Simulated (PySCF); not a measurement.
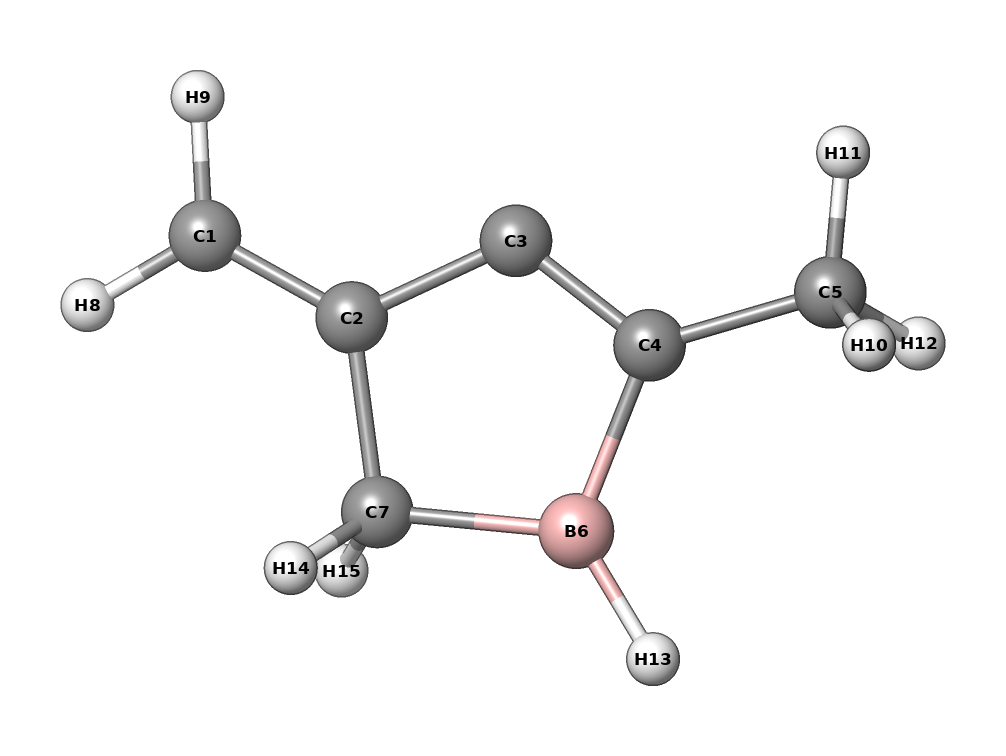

Charge 0, doublet. The geometry was computed by an optimisation with GFN2-xTB. No frequency run is at hand to confirm it as a minimum. Properties computed with UKS B3LYP, pcH-1 on B C H, non-relativistic (PySCF 2.14.0).

Give the isotropic hyperfine couplings (Fermi-contact term alone) of C1, C2, C3, C4, C5, B6, C7, H8, H9, H10, H11, H12, H13, H14, H15.

| atom | isotope | a_iso (MHz) |
| --- | --- | --- |
| C1 | 13C | 9.6 |
| C2 | 13C | 47.6 |
| C3 | 13C | 334.8 |
| C4 | 13C | 3.7 |
| C5 | 13C | 28.0 |
| B6 | 11B | 66.6 |
| C7 | 13C | 40.5 |
| H8 | 1H | −4.0 |
| H9 | 1H | −2.2 |
| H10 | 1H | −7.6 |
| H11 | 1H | −0.7 |
| H12 | 1H | −7.8 |
| H13 | 1H | 24.8 |
| H14 | 1H | −0.8 |
| H15 | 1H | −0.7 |

The geometry is semi-empirical. Around B such bond lengths and angles can be off by a tenth of an ångström or more and by several degrees, and values that hang on the shape move with them.
